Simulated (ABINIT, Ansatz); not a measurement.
# Quasiparticle gap of CaGaSiH (P3m1) in ABINIT, part 2 of 2

Wanted: ground state, empty states, screening and self-energy for CaGaSiH (P3m1).

ABINIT 10.8.3; LDA and many-body steps on it, plane waves. Known limits of the many-body steps: not at the basis limit; mesh may overstate the screening; no spin-orbit coupling; coarse k mesh.

So far. Step 2 (Ground state): The gap is indirect, with the least direct gap 1.10 eV higher. Step 3 (Empty states on the mesh, 3×3×2 mesh, 55 bands): On this mesh the gap is 0.308 eV. The earlier step found 0.112 eV, so this mesh misses an edge.

## (4) Screening, 3×3×2 mesh, 51 bands, screening to 98 eV

The RPA dielectric matrix is built and inverted for each q.

This step: RPA screening on LDA, plane waves, norm-conserving pseudopotentials.

Contents of run.abi:

```
acell 3*1.0 Angstrom
rprim 
  4.091099999987 0.000000000003 0.000000000000
  -2.045549999996 3.542996529410 0.000000000000
  0.000000000000 0.000000000000 4.762800000000
ntypat 4
znucl 20 31 14 1
natom 4
typat 1 2 3 4
xred 
  0.333333333333 0.666666666667 0.000000000000
  -0.000000000000 0.000000000000 0.556800000000
  0.666666666667 0.333333333333 0.433700000000
  -0.000000000000 0.000000000000 0.925000000000
pp_dirpath "pseudos"
pseudos "Ca.upf, Ga.upf, Si.upf, H.upf"
ecut 45
ngkpt 3 3 2
nshiftk 1
shiftk 0 0 0
kptopt 1
chksymbreak 0
istwfk *1
occopt 1
irdwfk 1
optdriver 3
nband 51
ecuteps 3.6
inclvkb 2
awtr 1
symchi 1
indata_prefix "in"
outdata_prefix "out"
tmpdata_prefix "tmp"
```

On the command line:

```bash
$ OMP_NUM_THREADS=1 mpirun -n 4 abinit run.abi > log
```

Numbers of over 12 decimals in the logs are rounded to 6 here.

What it wrote:

```text
.Version 10.8.3 of ABINIT. v10.8.2 released Aug 2026.

 Symmetries : space group P3 m 1 (#156); Bravais hP (primitive hexag.)
[... echo of the input left out ...]
== DATASET  1 ==================================================================
-   mpi_nproc: 4, omp_nthreads: 1 (-1 if OMP is not activated)

--- !DatasetInfo
iteration_state: {dtset: 1, }
dimensions: {natom: 4, nkpt: 6, mband: 51, nsppol: 1, nspinor: 1, nspden: 1, mpw: 6732, }
cutoff_energies: {ecut:  45.0, pawecutdg:  -1.0, }
electrons: {nelect:   3.60000000E+01, charge:   0.00000000E+00, occopt:   1.00000000E+00, tsmear:   1.00000000E-02, }

 SCREENING: Calculation of the susceptibility and dielectric matrices

 Based on a program developped by R.W. Godby, V. Olevano, G. Onida, and L. Reining.
 Incorporated in ABINIT by V. Olevano, G.-M. Rignanese, and M. Torrent.
.Using double precision arithmetic ; gwpc =  8

[... cell and pseudopotentials left out ...]
--------------------------------------------------------------------------------

 ==== K-mesh for the wavefunctions ====
 Number of points in the irreducible wedge :     6
[... list of points left out ...]
 Together with  6 symmetry operations and time-reversal symmetry
 yields    18 points in the full Brillouin Zone.

 ==== Q-mesh for the screening function ====
 Number of points in the irreducible wedge :     6
[... list of points left out ...]
 Together with  6 symmetry operations and time-reversal symmetry
 yields    18 points in the full Brillouin Zone.

 setmesh: FFT mesh size selected  =    25x   25x   36
          total number of points  =        22500

 vcoul_init : cutoff-mode = AUXILIARY_FUNCTION
 q-points for optical limit:   1
     1)      0.000010    0.000020    0.000030

- screening: taking advantage of time-reversal symmetry
- Maximum band index for partially occupied states nbvw = 18
- Remaining bands to be divided among processors   nbcw = 33
- Number of bands treated by each node ~8

 Number of electrons calculated from density =   36.0000; Expected =   36.0000
 average of density, n =  0.077274
 r_s =    1.4564
 omega_plasma =   26.8146 [eV]

 calculating chi0 at frequencies [eV] :
  1    0.000000E+00    0.000000E+00
  2    0.000000E+00    2.681464E+01

--------------------------------------------------------------------------------
  q-point number  1        q = ( 0.000000, 0.000000, 0.000000) [r.l.u.]
--------------------------------------------------------------------------------
[... chi0 elements left out ...]
 For q-point:  0.000010 0.000020 0.000030
  dielectric constant =  35.6462
  dielectric constant without local fields =  39.6900

  Average fulfillment of the sum rule on Im[epsilon] for q-point    1 :     30.18  [%]
[... wings left out ...]
  q-point number  2        q = ( 0.333333, 0.000000, 0.000000) [r.l.u.]
--------------------------------------------------------------------------------
[... chi0 elements left out ...]
  Average fulfillment of the sum rule on Im[epsilon] for q-point    2 :     37.14  [%]

 [... 4 further q-points ...]
```

Wall time 14 s (4 MPI ranks of Intel Xeon 6975P-C (Granite Rapids), shared host); peak memory 0.73 GiB; 54 s of CPU time.

Numbers from this step:

```
ε∞ with local fields, on this mesh, along the program's q direction : 35.65
the same without local fields                                       : 39.69
plasma frequency                                                    : 26.81 eV
plane waves in the screening matrix                                 : 157
```

Local fields lower ε∞ by 10 %. On a Γ-centred mesh this coarse the value itself is usually too large, while a short band sum pulls it down.

## (5) Self-energy, 3×3×2 mesh, 51 bands, screening to 98 eV

The self-energy is evaluated for the states that the input lists, and the levels follow from it, in one-shot runs by the linearised quasiparticle equation.

This step: G0W0 on LDA, plane waves, norm-conserving pseudopotentials.

run.abi, as its differences from that of step 4:

```diff
@@ -25,8 +25,19 @@
 irdwfk 1
-optdriver 3
+optdriver 4
 nband 51
+gwcalctyp 0
+ecutsigx 45
+symsigma 1
+nkptgw 3
+kptgw 
+  0.0000000000 0.0000000000 0.5000000000
+  0.3333333333 0.3333333333 0.0000000000
+  0.0000000000 0.0000000000 0.0000000000
+bdgw 
+  16 21
+  17 20
+  17 21
 ecuteps 3.6
-inclvkb 2
-awtr 1
-symchi 1
+irdscr 1
+ppmodel 1
 indata_prefix "in"
```

What it wrote:

```text
.Version 10.8.3 of ABINIT. v10.8.2 released Aug 2026.

 Symmetries : space group P3 m 1 (#156); Bravais hP (primitive hexag.)
[... echo of the input left out ...]
== DATASET  1 ==================================================================
-   mpi_nproc: 4, omp_nthreads: 1 (-1 if OMP is not activated)

--- !DatasetInfo
iteration_state: {dtset: 1, }
dimensions: {natom: 4, nkpt: 6, mband: 51, nsppol: 1, nspinor: 1, nspden: 1, mpw: 6732, }
cutoff_energies: {ecut:  45.0, pawecutdg:  -1.0, }
electrons: {nelect:   3.60000000E+01, charge:   0.00000000E+00, occopt:   1.00000000E+00, tsmear:   1.00000000E-02, }

 SIGMA: Calculation of the GW corrections

 Based on a program developped by R.W. Godby, V. Olevano, G. Onida, and L. Reining.
 Incorporated in ABINIT by V. Olevano, G.-M. Rignanese, and M. Torrent.
.Using double precision arithmetic ; gwpc =  8

[... cell and pseudopotentials left out ...]
--------------------------------------------------------------------------------

 ==== K-mesh for the wavefunctions ====
 Number of points in the irreducible wedge :     6
[... list of points left out ...]
 Together with  6 symmetry operations and time-reversal symmetry
 yields    18 points in the full Brillouin Zone.

 ==== Q-mesh for screening function ====
 Number of points in the irreducible wedge :     6
[... list of points left out ...]
 Together with  6 symmetry operations and time-reversal symmetry
 yields    18 points in the full Brillouin Zone.

 vcoul_init : cutoff-mode = AUXILIARY_FUNCTION
 q-points for optical limit:   1
     1)      0.000010    0.000020    0.000030
 setmesh: FFT mesh size selected  =    45x   45x   60
          total number of points  =       121500

 Number of electrons calculated from density =   36.0000; Expected =   36.0000
 average of density, n =  0.077274
 r_s =    1.4564
 omega_plasma =   26.8146 [eV]

 === KS Band Gaps ===
  >>>> For spin  1
   Minimum direct gap =   1.2101 [eV], located at k-point      :   0.0000  0.0000  0.5000
   Fundamental gap    =   0.3078 [eV], Top of valence bands at :   0.0000  0.0000  0.5000
                                       Bottom of conduction at :   0.3333  0.3333  0.0000
 SIGMA fundamental parameters:
 PLASMON POLE MODEL  1
 number of plane-waves for SigmaX                 6717
 number of plane-waves for SigmaC and W            157
 number of plane-waves for wavefunctions          6717
 number of bands                                    51
 number of independent spin polarizations            1
 number of spinorial components                      1
 number of k-points in IBZ                           6
 number of q-points in IBZ                           6
 number of symmetry operations                       6
 number of k-points in BZ                           18
 number of q-points in BZ                           18
 number of frequencies for dSigma/dE                 9
 frequency step for dSigma/dE [eV]                0.25
 number of omega for Sigma on real axis              0
 max omega for Sigma on real axis  [eV]           0.00
 zcut for avoiding poles [eV]                     0.10

 EPSILON^-1 parameters (SCR file):
 dimension of the eps^-1 matrix on file            157
 dimension of the eps^-1 matrix used               157
 number of plane-waves for wavefunctions          6717
 number of bands                                    51
 number of q-points in IBZ                           6
 number of frequencies                               2
 number of real frequencies                          1
 number of imag frequencies                          1

 matrix elements of self-energy operator (all in [eV])

 Perturbative Calculation

--- !SelfEnergy_ee
iteration_state: {dtset: 1, }
kpoint     : [   0.000,    0.000,    0.500, ]
spin       : 1
KS_gap     :    1.210
QP_gap     :    2.043
Delta_QP_KS:    0.833
data: !SigmaeeData |
     Band     E0 <VxcDFT>   SigX SigC(E0)      Z dSigC/dE  Sig(E)    E-E0       E
       16   5.770 -11.950 -13.342   1.643   0.779  -0.284 -11.755   0.196   5.966
       17   5.770 -11.950 -13.342   1.643   0.779  -0.284 -11.755   0.196   5.966
       18   6.122 -11.190 -12.229   1.238   0.777  -0.287 -11.035   0.155   6.276
       19   7.332 -12.465  -7.466  -3.727   0.777  -0.287 -11.477   0.988   8.319
       20   7.379 -12.147  -6.988  -3.625   0.784  -0.275 -10.944   1.203   8.582
       21   7.379 -12.147  -6.988  -3.625   0.784  -0.275 -10.944   1.203   8.582

--- !SelfEnergy_ee
iteration_state: {dtset: 1, }
kpoint     : [   0.333,    0.333,    0.000, ]
spin       : 1
KS_gap     :    1.331
QP_gap     :    2.032
Delta_QP_KS:    0.701
data: !SigmaeeData |
     Band     E0 <VxcDFT>   SigX SigC(E0)      Z dSigC/dE  Sig(E)    E-E0       E
       17   3.080 -12.201 -14.672   2.676   0.767  -0.304 -12.043   0.157   3.237
       18   5.098 -10.716 -11.675   1.248   0.774  -0.293 -10.493   0.224   5.322
       19   6.429 -11.396  -7.026  -3.198   0.789  -0.268 -10.472   0.925   7.354
       20   8.134 -11.022  -5.630  -4.112   0.785  -0.275 -10.018   1.004   9.138

--- !SelfEnergy_ee
iteration_state: {dtset: 1, }
kpoint     : [   0.000,    0.000,    0.000, ]
spin       : 1
KS_gap     :    1.808
QP_gap     :    2.321
Delta_QP_KS:    0.513
data: !SigmaeeData |
     Band     E0 <VxcDFT>   SigX SigC(E0)      Z dSigC/dE  Sig(E)    E-E0       E
       17   5.207 -11.729 -12.919   1.576   0.779  -0.284 -11.428   0.301   5.509
       18   5.207 -11.729 -12.919   1.576   0.779  -0.284 -11.428   0.301   5.509
       19   7.015 -11.327  -6.741  -3.544   0.781  -0.280 -10.513   0.814   7.829
       20   8.904 -11.262  -6.289  -3.869   0.778  -0.285 -10.402   0.860   9.763
       21   8.904 -11.262  -6.289  -3.869   0.778  -0.285 -10.402   0.860   9.763

== END DATASET(S) ==============================================================
================================================================================

 -outvars: echo values of variables after computation  --------
           etotal      0.0000000000E+00
            nband          51
             nkpt           6
          spgroup         156
 [... the other variables as echoed above ...]

 Calculation completed.
```

It took 7.5 s on 4 MPI ranks; peak memory 0.64 GiB; 29 s of CPU time.

This step gave:

```
G0W0 gap on the points computed              : 1.078 eV
starting gap on the mesh                     : 0.3078 eV
k of the valence top                         : 0, 0, 0.5
k of the conduction bottom                   : 0.3333, 0.3333, 0
Z at the valence top                         : 0.777
Z at the conduction bottom                   : 0.789
least direct G0W0 gap on the computed points : 2.032 eV
```

The gap on the mesh goes from 0.31 eV to 1.08 eV, a correction of +0.77 eV. The start differs from the 0.11 eV found before because the two sample other k points.

Limits: finite bands, cutoff and mesh; no spin-orbit coupling; coarse k mesh. v1 is the top filled band, c1 the lowest empty one. The levels before and after the correction (eV, zero at the valence-band top of each column):

```
           conduction bottom  valence top
Kohn-Sham               0.31         0.00
     G0W0               1.08         0.00
```

```
                        level  energy (eV)
Kohn-Sham     (0 0 0.5) v3-v2       -0.351
Kohn-Sham        (0 0 0.5) v1        0.000
Kohn-Sham        (0 0 0.5) c1        1.210
Kohn-Sham     (0 0 0.5) c2-c3        1.258
Kohn-Sham  (0.333 0.333 0) v2       -3.041
Kohn-Sham  (0.333 0.333 0) v1       -1.023
Kohn-Sham  (0.333 0.333 0) c1        0.308
Kohn-Sham  (0.333 0.333 0) c2        2.013
     G0W0     (0 0 0.5) v3-v2       -0.310
     G0W0        (0 0 0.5) v1        0.000
     G0W0        (0 0 0.5) c1        2.043
     G0W0     (0 0 0.5) c2-c3        2.306
     G0W0  (0.333 0.333 0) v2       -3.039
     G0W0  (0.333 0.333 0) v1       -0.954
     G0W0  (0.333 0.333 0) c1        1.078
     G0W0  (0.333 0.333 0) c2        2.862
```

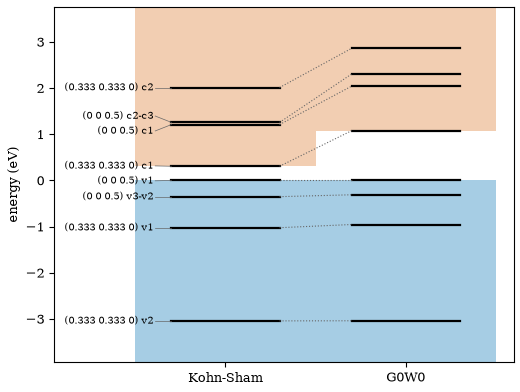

Levels before and after the correction. Shaded: valence and conduction bands.

## (6) Where the time went

Times are wall times on 4 MPI ranks of Intel Xeon 6975P-C (Granite Rapids), shared host, good to a factor of about two.

```
                    step   time  share  memory (GiB)
            ground state   65 s   57 %          0.48
empty states on the mesh   27 s   24 %          0.38
               screening   14 s   12 %          0.73
             self-energy  7.5 s    7 %          0.64
```

## (7) Results

| Item | Value |
| --- | --- |
| LDA gap | 0.11 eV, indirect |
| G0W0 gap on the mesh | 1.08 eV |
| G0W0 gap over the zone (rigid shift) | 0.88 eV |
| GW settings | 3×3×2 mesh, 51 bands, screening to 98 eV, Godby-Needs plasmon pole |
| known limits | not at the basis limit; mesh may overstate the screening; no spin-orbit coupling; coarse k mesh |

**Reading.** G0W0 moves the gap on the mesh from 0.31 eV to 1.08 eV (+0.77 eV), with Z of 0.78 and 0.79 at the edges. The mesh misses the band edges by 0.20 eV in all; a rigid shift gives 0.88 eV for the zone. Local fields lower the RPA ε∞ on this mesh from 39.69 to 35.65; a Γ-centred mesh this coarse tends to raise both, most where the direct gap is narrow, while a short band sum lowers them. Only 3 of the mesh's irreducible points were corrected, so a valley elsewhere could overtake. The dearest step here is «ground state». Bands and cutoff are finite, so the gap is not at the basis limit. The miss can reach some tenths of an eV and take either sign; the mesh is an error of its own. In the G0W0 run levels were corrected at 3 k points alone, so a gap called «on the mesh» is the least over those, and an edge elsewhere would be missed. A denser mesh or path gives a starting gap of 0.11 eV: the GW mesh misses a band edge, so its gaps are not the fundamental one. The 3×3×2 mesh is coarse for this cell, which bears on the long-range parts of exchange and screening. The RPA ε∞ on this mesh reaches over 25; with a narrow direct gap a coarse mesh can overstate it, and the correction is then too small. The many-body steps are scalar-relativistic: spin-orbit coupling is not in them.

[Paths, hosts, dates, memory and timing lines, banners, echoed tables and standing remarks are left out of the program output.]

[Logs are printed without paths, hosts, clocks, repeated set-up lines and the standing remarks that a program may print on its own settings, such as how far it seeks lower states.]

[Runs of the session that timed out or met a known fault of the program may be left out.]

[Hosts, paths, dates, database ids (printed as entryN), source tags and the programs' standing remarks are cut or masked in the printed files.]

[G0W0 gaps are taken among the corrected bands and points alone; a level outside them can change the order at an edge.]

[Where Ansatz stands beside ABINIT at settings called matched, ABINIT's density can come from a denser mesh and the files from another edition; pairs whose starting gaps differed by over 0.03 eV were left out, so agreement reads better than it is.]
